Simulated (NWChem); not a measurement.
**C4H4N2 (pyrazine): BP86/def2-SVP**

Wanted: energy and gradient of C4H4N2 (pyrazine). 

The results are computed with NWChem 7.3.0.

3 further runs of the same task are left out: 3 set aside as unsound or not needed.

### 1 Starting point

C4H4N2 has 10 atoms, charge 0, and is taken as a singlet. SMILES: `c1cnccn1`. Geometry: relaxed at PBE0-D4/def2-TZVP.

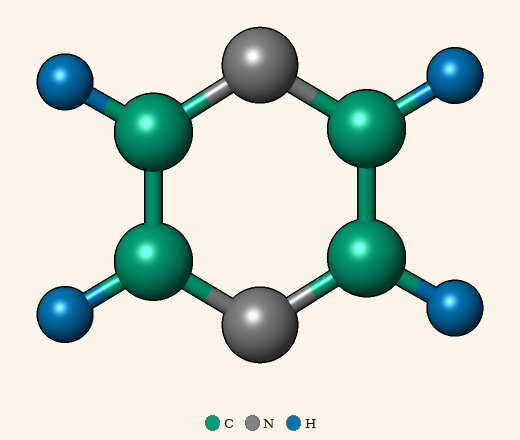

Viewed from a chosen angle; carbon teal, nitrogen grey, hydrogen blue.

### 2 Energy and forces at BP86/def2-SVP

m1.nw

```
start m1
title "C4H4N2 gradient"
memory stack 880 mb heap 220 mb global 1100 mb
charge 0

geometry units atomic noautosym nocenter noautoz
  C   0.90064347 -1.79089345 -1.51215884
  C  -0.94221745 -2.29998567  0.28459275
  N  -1.83794763 -0.52175338  1.80790098
  C  -0.86927402  1.77161824  1.51310371
  C   0.97358690  2.28071046 -0.28345892
  N   1.86950606  0.50247818 -1.80676715
  H   1.60891282 -3.27413948 -2.74142569
  H  -1.71095803 -4.19141254  0.49548619
  H  -1.57754337  3.25486428  2.74237055
  H   1.74232749  4.17213734 -0.49454133
end

basis spherical bse
  * library def2-SVP
end

dft
  xc becke88 perdew86
  grid lebedev 99 14
  convergence energy 1e-08
  iterations 100
  mulliken
  noprint "final vectors analysis"
end

task dft gradient
```

The run is started by

```sh
$ nwchem m1.nw > m1.out
```

Output:

```text
[...]
          Wavefunction type:  closed shell.
          No. of atoms     :    10
          No. of electrons :    42
[...]
          Charge           :     0
          Spin multiplicity:     1
[...]
          AO basis - number of functions:   104
[...]
              XC Information
              --------------
                    Becke 1988 Exchange Functional  1.000
                Perdew 1981 Correlation Functional  1.000 local
                Perdew 1986 Correlation Functional  1.000 non-local
[...]
 d= 0,ls=0.0,diis     1   -264.0551916561 -4.74D+02  1.12D-02  5.71D-01     3.0
[...]
 d= 0,ls=0.0,diis    10   -264.1222984879 -1.26D-09  2.10D-07  5.94D-10    25.7
         Total DFT energy =     -264.122298487904
      One electron energy =     -771.264510605537
           Coulomb energy =      334.193186744099
    Exchange-Corr. energy =      -36.980142257123
 Nuclear repulsion energy =      209.929167630657
[...]
      Total Density - Mulliken Population Analysis
     ---------------------------------------------
    Atom       Charge   Shell Charges
 -----------   ------   -------------------------------------------------------
    1 C    6     5.99   1.99  0.93  0.23  2.10  0.69  0.05
    2 C    6     5.99   1.99  0.93  0.23  2.10  0.69  0.05
    3 N    7     7.06   1.99  1.06  0.42  2.37  1.19  0.03
    4 C    6     5.99   1.99  0.93  0.23  2.10  0.69  0.05
    5 C    6     5.99   1.99  0.93  0.23  2.10  0.69  0.05
    6 N    7     7.06   1.99  1.06  0.42  2.37  1.19  0.03
    7 H    1     0.98   0.76  0.20  0.02
    8 H    1     0.98   0.76  0.20  0.02
    9 H    1     0.98   0.76  0.20  0.02
   10 H    1     0.98   0.76  0.20  0.02
[...]
  wavefunction    = closed shell
                         DFT ENERGY GRADIENTS
    atom               coordinates                        gradient
                 x          y          z           x          y          z
   1 C       0.900643  -1.790893  -1.512159   -0.002347   0.005122   0.004139
   2 C      -0.942217  -2.299986   0.284593    0.002550   0.006509  -0.000631
   3 N      -1.837948  -0.521753   1.807901    0.013395   0.003722  -0.013040
   4 C      -0.869274   1.771618   1.513104    0.002358  -0.005146  -0.004183
   5 C       0.973587   2.280710  -0.283459   -0.002601  -0.006511   0.000696
   6 N       1.869506   0.502478  -1.806767   -0.013364  -0.003700   0.013028
   7 H       1.608913  -3.274139  -2.741426   -0.004414   0.010192   0.007964
   8 H      -1.710958  -4.191413   0.495486    0.004824   0.012728  -0.001047
   9 H      -1.577543   3.254864   2.742371    0.004417  -0.010194  -0.007962
  10 H       1.742327   4.172137  -0.494541   -0.004818  -0.012723   0.001036
[...]
```

Run time: 32 s. Hardware: 1 thread of AMD EPYC 7R43 (Zen 3), shared host; peak memory 0.12 GiB.

### 3 Outcome

Level: BP86/def2-SVP.

```
                quantity          value
            total energy  -264.12230 Eh
           dipole moment         0.00 D
largest force on an atom     0.980 eV/Å
```

In words: The largest force is 0.98 eV/Å: the shape isn't a stationary point for this species at this level.
